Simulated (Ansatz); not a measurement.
# CH3BClFO (methoxychlorofluoroborane) at PBE0/cc-pVDZ

Aim: the vertical singlet–triplet gap of CH3BClFO (methoxychlorofluoroborane) at PBE0/cc-pVDZ, from 2 runs. 

The calculation is run with Ansatz 0.2.0.

134 further runs of the same task are left out: 134 set aside as unsound or not needed. Runs told in other sessions of the task aren't counted.

### Step 1. The structure to begin with

The species is CH3BClFO (8 atoms), meant as a singlet with charge 0. SMILES: `COB(F)Cl`. The coordinates come from a PBE0-D4/def2-TZVP relaxation. This is one conformer, not always the lowest.

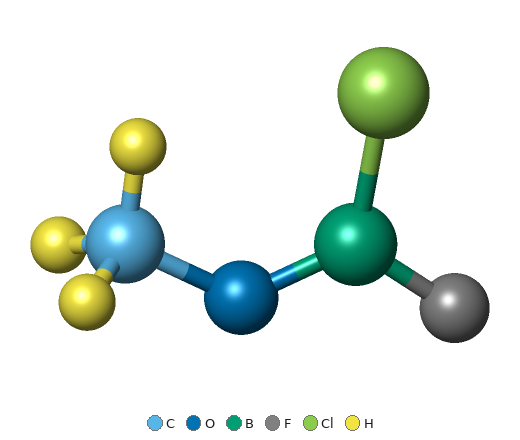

The structure, seen from a chosen angle (carbon blue, oxygen blue, boron teal, fluorine grey, chlorine green, hydrogen yellow).

### Step 2. A single-point energy at PBE0/cc-pVDZ

Contents of job.yaml:

```yaml
crystal:
  periodic: [false, false, false]
  atoms:
    - symbol: C
      position_ang: [0.662000, -0.415400, 0.804600]
    - symbol: O
      position_ang: [-0.122300, -0.654500, -0.347500]
    - symbol: B
      position_ang: [-0.782400, 0.264900, -1.051400]
    - symbol: F
      position_ang: [-1.466600, -0.129900, -2.108800]
    - symbol: Cl
      position_ang: [-0.801800, 1.985600, -0.658500]
    - symbol: H
      position_ang: [1.700600, -0.658800, 0.576000]
    - symbol: H
      position_ang: [0.308900, -1.072800, 1.599700]
    - symbol: H
      position_ang: [0.593700, 0.623700, 1.130000]
basis:
  gaussian:
    orbitals: cc-pVDZ
hamiltonian:
  xc: {name: PBE0}
accuracy: high
output:
  orbitals: {seedname: orbitals}
```

On the command line:

```
$ ansatz run job.yaml --threads 1 --pin off --max-ram 3480MiB --events-out events.jsonl --progress --plain --runs-dir runs
```

Log:

```text
Warning: RAYON_NUM_THREADS=1 ignored (pool sized by the plan → 1); use --threads N
Functional definition: PBE0
  name "PBE0"
  parameter a = 0.25
  parameter kappa = 0.804
  parameter beta = 0.06672455060314922
  exchange = (1 - a)*pbe_x(kappa = kappa, mu = beta*pi^2/3) + a*exact_x
  correlation = pbe_c(beta = beta)
2055 factors; integrals over basis functions are off by at most 3.5e-9 eV
mean field evaluation 1: about -19038.3696 eV, gradient 4.3e1 eV
mean field evaluation 2: about -19035.4909 eV, gradient 5.9e1 eV
mean field evaluation 4: about -19041.7863 eV, gradient 2.3e0 eV
mean field evaluation 8: about -19042.0223 eV, gradient 3.8e-1 eV
mean field evaluation 16: about -19042.0226 eV, gradient 3.7e-5 eV
mean field -19042.02260808 eV, -699.7814237004 hartree, gradient 8.3e-8 eV, S^2 0.000000; 0 other end points of the search recorded, 0 dependent functions left out
reference -19042.02261034 eV, -699.7814237836 hartree; 24, 24 occupied and 65, 65 virtual orbitals, 2055 factors
Total energy: -19042.02261034 eV, -699.7814237836 hartree
```

It took 6.6 s on 1 thread of Arm Neoverse V2, shared host; peak memory 0.31 GiB.

### Step 3. The triplet

Contents of input.yaml:

```yaml
crystal:
  periodic: [false, false, false]
  atoms:
    - {symbol: C, position_ang: [0.662000, -0.415400, 0.804600]}
    - {symbol: O, position_ang: [-0.122300, -0.654500, -0.347500]}
    - {symbol: B, position_ang: [-0.782400, 0.264900, -1.051400]}
    - {symbol: F, position_ang: [-1.466600, -0.129900, -2.108800]}
    - {symbol: Cl, position_ang: [-0.801800, 1.985600, -0.658500]}
    - {symbol: H, position_ang: [1.700600, -0.658800, 0.576000]}
    - {symbol: H, position_ang: [0.308900, -1.072800, 1.599700]}
    - {symbol: H, position_ang: [0.593700, 0.623700, 1.130000]}
basis:
  gaussian:
    orbitals: cc-pVDZ
accuracy: high
magnetization:
  spin_polarized: true
  initial_magnetization: 2
hamiltonian:
  xc: {name: PBE0}
total_charge: 0
output: {orbitals: {seedname: orbitals}}
```

On the command line:

```
$ ansatz run input.yaml --threads 1 --pin off --max-ram 3480MiB --events-out events.jsonl --progress --plain --runs-dir runs
```

Log:

```text
Warning: RAYON_NUM_THREADS=1 ignored (pool sized by the plan → 1); use --threads N
Functional definition: PBE0
  name "PBE0"
  parameter a = 0.25
  parameter kappa = 0.804
  parameter beta = 0.06672455060314922
  exchange = (1 - a)*pbe_x(kappa = kappa, mu = beta*pi^2/3) + a*exact_x
  correlation = pbe_c(beta = beta)
2055 factors; integrals over basis functions are off by at most 3.5e-9 eV
mean field evaluation 1: about -19027.1711 eV, gradient 3.7e1 eV
mean field evaluation 2: about -19010.2756 eV, gradient 7.3e1 eV
mean field evaluation 4: about -19033.6746 eV, gradient 5.8e0 eV
mean field evaluation 8: about -19034.1400 eV, gradient 1.0e0 eV
mean field evaluation 16: about -19034.2216 eV, gradient 1.8e-1 eV
mean field evaluation 32: about -19034.2325 eV, gradient 5.3e-4 eV
mean field evaluation 64: about -19034.1349 eV, gradient 1.8e0 eV
mean field -19034.23253552 eV, -699.4951438142 hartree, gradient 6.8e-8 eV, S^2 2.005965; 4 other end points of the search recorded, 0 dependent functions left out
reference -19034.23253790 eV, -699.4951439016 hartree; 25, 23 occupied and 64, 66 virtual orbitals, 2055 factors
Total energy: -19034.23253790 eV, -699.4951439016 hartree
```

Run time: 24 s. Hardware: 1 thread of Arm Neoverse V2, shared host; peak memory 0.45 GiB.

### Step 4. What came out

At PBE0/cc-pVDZ:

| quantity | value |
| --- | --- |
| singlet: total energy | -699.78142 Eh |
| singlet: HOMO energy | -9.15 eV |
| singlet: LUMO energy | 0.87 eV |
| singlet: HOMO–LUMO gap | 10.02 eV |
| triplet: total energy | -699.49514 Eh |
| triplet: HOMO energy (highest over α and β) | -1.40 eV |
| triplet: ⟨S²⟩ | 2.006 |
| vertical energy of the triplet above the singlet | 7.790 eV |

At this shape the triplet lies 7.79 eV (180 kcal/mol) above the singlet.
